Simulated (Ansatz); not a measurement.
KNaF₂ (space group R-3m, No. 166): the end point of a relaxation with Ansatz 0.2.0, DFT PBE, scalar-relativistic, plane waves, PAW; the starting structure was generated, so it need not be a known form of this composition.

```xyz
12
Lattice="3.5666 0.0000 0.0000 -1.7833 3.0888 0.0000 0.0000 0.0000 17.7178" Properties=species:S:1:pos:R:3 pbc="T T T"
K     1.7833    1.0296   14.7649
Na    0.0000    0.0000    0.0000
F     0.0000    0.0000   13.1111
F     0.0000    2.0592   16.4186
K     0.0000    2.0592    2.9530
Na    1.7833    1.0296    5.9059
F     1.7833    1.0296    1.2992
F     0.0000    0.0000    4.6068
K     0.0000    0.0000    8.8589
Na    0.0000    2.0592   11.8119
F     0.0000    2.0592    7.2051
F     1.7833    1.0296   10.5127
```

Describe the stacking along c, with columns A (0, 0), B (1/3, 2/3), C (2/3, 1/3) of the hexagonal mesh.

Na(A) – F(C) – K(B) – F(A) – Na(C) – F(B) – K(A) – F(C) – Na(B) – F(A) – K(C) – F(B) (twelve layers in 17.72 Å).

F layers alone: CABCAB, the cubic close-packed type.

K: three octahedral sites; Na: three octahedral sites, counted in one hexagonal cell.

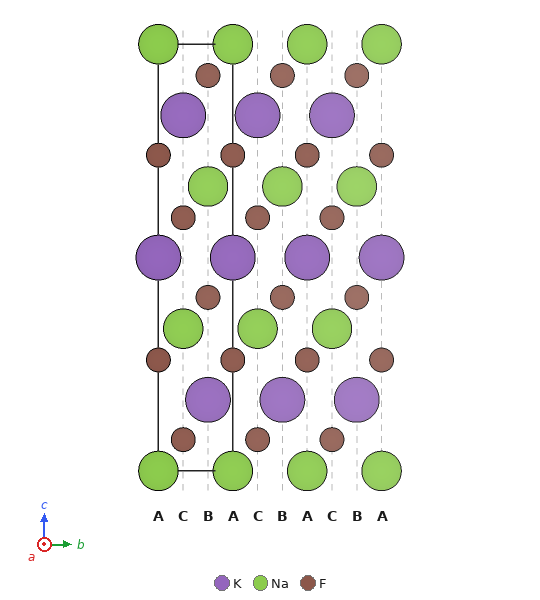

The picture looks along a close-packed row of the hexagonal mesh; c points upwards. The dashed lines mark the three columns A (0, 0), B (1/3, 2/3) and C (2/3, 1/3). The sequence starts with the first layer at or above the cell's origin.
